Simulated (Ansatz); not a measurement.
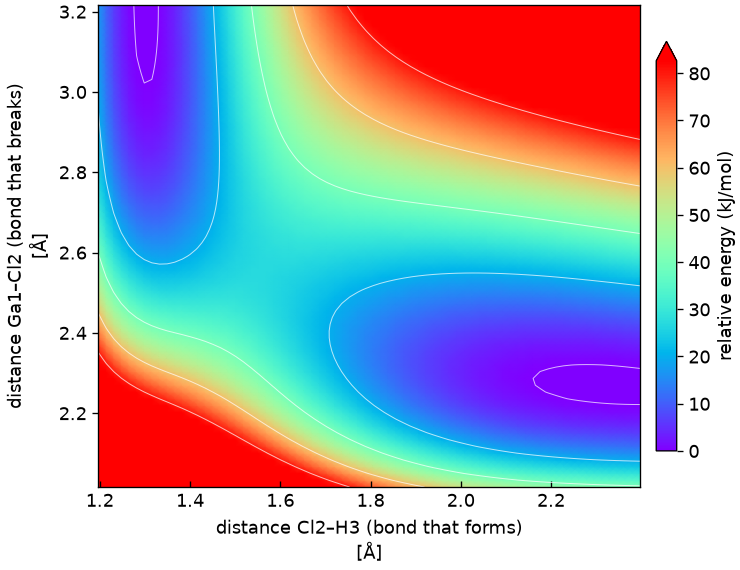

Energy landscape of the reacting system Cl₂GaH. 
- First axis: distance Cl2–H3 (bond that forms). Second axis: distance Ga1–Cl2 (bond that breaks).
- Relaxed at each point: all other coordinates.
- The scan uses a 10 × 10 grid.
- Points are written as (first, second).
- All energies are given in kJ/mol relative to the lowest grid point.
- The reference is spin-restricted, so regions where a bond is pulled apart into radicals lie too high.
- Method: Ansatz 0.2.0, RKS CAM-B3LYP-D4/def2-SVP.

In the figure: a smooth colour map with a few white contour lines, one colour for all values above the top of the scale. Between grid points the surface is interpolated. 

What does the map say about the system?

Answer. The lowest grid point is at (1.274 Å, 3.216 Å). On the interpolated surface the minimum lies inside the range, at about (2.33 Å, 2.27 Å). A higher local minimum lies near (2.233 Å, 2.320 Å) (0.04 kJ/mol above the lowest at that grid point). The highest grid point, (1.197 Å, 2.016 Å), lies 232 kJ/mol above the lowest. On the interpolated surface the lowest path from the side where the first distance is long, about (2.33 Å, 2.27 Å), to the side where the second distance is long, about (1.30 Å, 3.22 Å), has its top at about (1.54 Å, 2.56 Å), about 28 kJ/mol above the start and 28 kJ/mol above the end.

The whole map (100 points run) took 15 min on 1 thread of Arm Neoverse V2, with other jobs on the host.
